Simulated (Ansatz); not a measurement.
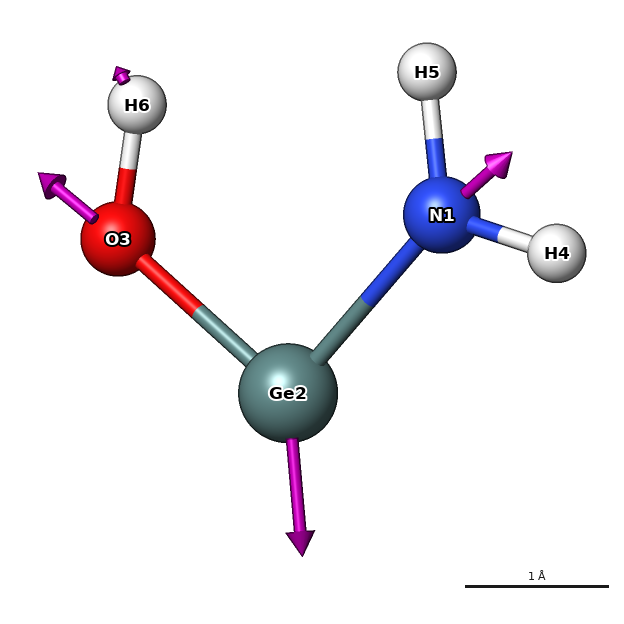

Arrows show the forces on the atoms, 2 Å of arrow for 1 eV/Å; forces under a tenth of the largest aren't drawn. Level of theory: B3LYP-D4/def2-TZVPP (Ansatz 0.2.0).

Question: On which atom is the force largest, and how large is it?

Answer: On Ge2: 0.42 eV/Å.

List the force components in the frame of the picture (x right, y up, z towards the viewer), in eV/Å.

```csv
atom,Fx,Fy,Fz
N1,0.17,0.15,0.12
Ge2,0.04,−0.42,0.01
O3,−0.20,0.17,−0.13
H4,0.02,0.02,0.02
H5,0.01,0.02,0.01
H6,−0.03,0.06,−0.02
```
